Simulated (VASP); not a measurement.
Band structure of PbF2 (fluorite). These are r2SCAN meta-GGA with spin-orbit coupling, VASP's PBE PAW potentials (set 64) (plane waves; VASP 6.6.1) values and carry that method's errors.

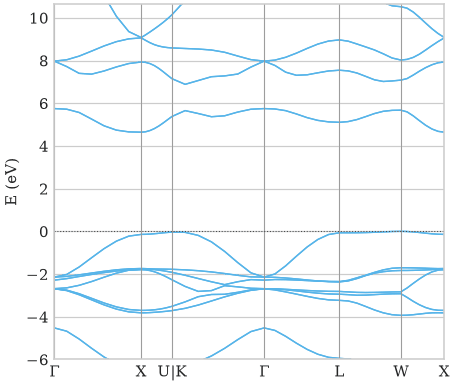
Figure: Bands along high-symmetry lines, zero at the valence-band maximum or, without a gap, the Fermi level

Problem. Read the plot: is there a gap, and where are the band edges?

Solution. The gap is indirect, 4.64 eV, from the valence maximum at W to the conduction minimum at X.

The compound is PbF2 in the fluorite structure, the β form. It was relaxed first.
